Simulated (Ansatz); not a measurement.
# C2H5GaN2: what the fields show

The calculation's input:

```
crystal:
  periodic: [false, false, false]
  atoms:
    - { symbol: "N", position_ang: [-1.3099, 0.95058, 1.39273] }
    - { symbol: Ga, position_ang: [-1.06624, 0.30219, -0.34748] }
    - { symbol: C, position_ang: [0.08231, -1.61524, -0.31228] }
    - { symbol: "N", position_ang: [1.06126, -0.97811, -0.7011] }
    - { symbol: C, position_ang: [1.0909, 0.30952, -1.10617] }
    - { symbol: H, position_ang: [-1.7536, 0.42941, 2.143] }
    - { symbol: H, position_ang: [-1.3524, 1.92817, 1.66275] }
    - { symbol: H, position_ang: [0.17328, -2.66056, -0.04681] }
    - { symbol: H, position_ang: [2.01413, -1.13163, -1.08848] }
    - { symbol: H, position_ang: [1.76951, 0.92253, -0.51532] }
basis:
  gaussian: { orbitals: def2-SVP }
hamiltonian:
  xc: b3lyp
  dispersion: d4
relax:
  f_tol: 0.02
  max_steps: 50
output:
  orbitals: {}
```

Command:

```sh
ansatz run input.yaml --threads 2 --pin off --max-ram 3072MiB --backend cpu --events-out ev --progress --plain --runs-dir out
```

The fields are those of the run's last geometry, not of the input's.

Theory: RKS B3LYP-D4/def2-SVP (Ansatz).

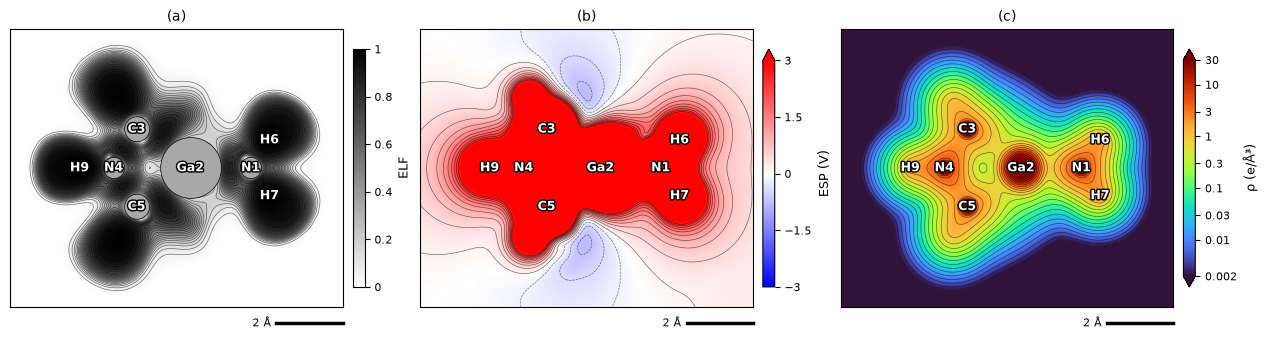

Figure 1. (a) ELF; (b) molecular electrostatic potential; (c) electron density on the plane of atoms C3, N4 and H9. Grey discs cover the atomic cores in the ELF map.

Q: What do the fields say about this system?

A: The plane passes through N, Ga, C and H nuclei. C–N (1.36 Å): the density is about 2.3 e/Å³ at the midpoint; the ELF peaks at about 0.90 between the atoms; a covalent bond. Ga–N (1.81 Å): the density is about 0.92 e/Å³ at the midpoint; the ELF peaks at about 0.85 in the valence shell of N, 0.6 Å from its nucleus, and is about 0.35 at the midpoint. C–Ga (2.00 Å): ρ is about 0.7 e/Å³ halfway; the ELF peaks at about 0.85 in the valence shell of C, 0.7 Å from its nucleus, and is about 0.50 at the midpoint. N–H (1.01 Å): the density is about 2.8 e/Å³ at the midpoint; the ELF climbs to about 1 towards the hydrogen, as it does in any bond to H (a covalent bond by its length). Outside the dense part of the molecule the potential is most negative (−0.8 V) near C3 and C5.

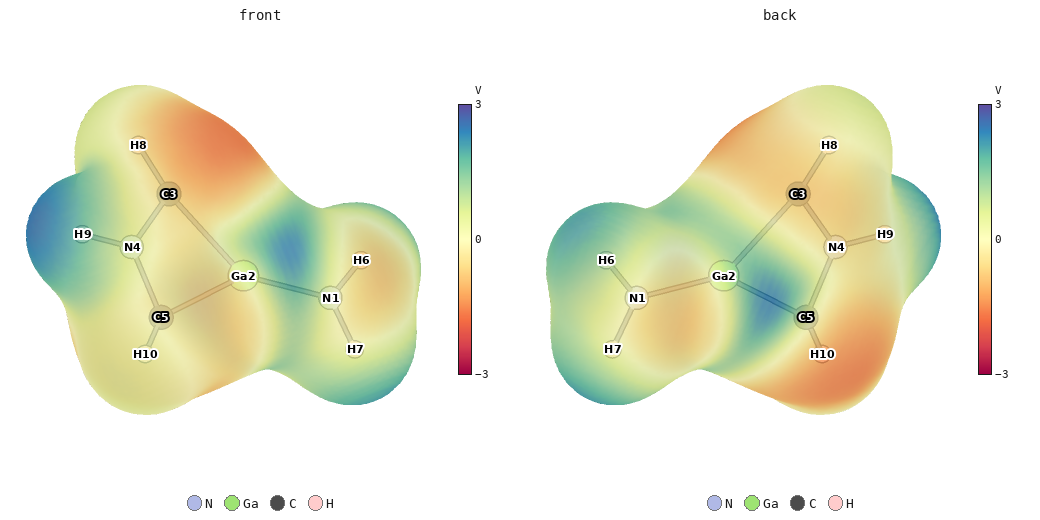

Figure 2. The molecular electrostatic potential painted on the density surface at 0.004 e/bohr³, seen from the front and from behind; red is negative and blue positive.

Q: Describe the electrostatic potential map.

A: The most negative region (about −1.7 V) lies over C3 and C5, the most positive (about +2.5 V) over H9.

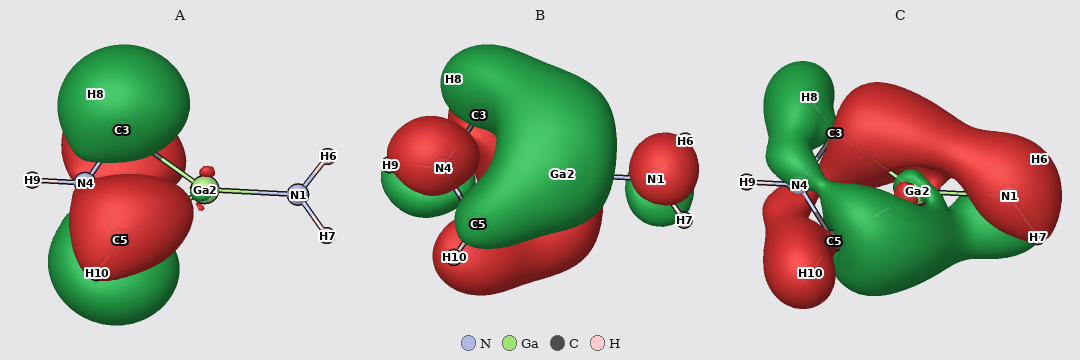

Figure 3. Three frontier orbitals at ±0.08 Å⁻³ᐟ² (green and red are the two phases), in no order.

Q: Which picture is the HOMO−1, the HOMO and the LUMO?

A: C is the HOMO−1 (−7.09 eV). Its weight (Hirshfeld) is mainly on Ga2 (about 20 %), N1 (about 20 %), C3 (about 20 %) and C5 (about 20 %). A is the HOMO (−3.87 eV). It lies mainly on C3 (about 40 %), C5 (about 40 %) and Ga2 (about 5 %). B is the LUMO (−1.24 eV). By Hirshfeld shares it lies mainly on Ga2 (about 40 %), N4 (about 20 %), C3 (about 15 %), C5 (about 15 %) and N1 (about 5 %).

Q: What is the HOMO–LUMO gap?

A: 2.63 eV between the orbital energies.
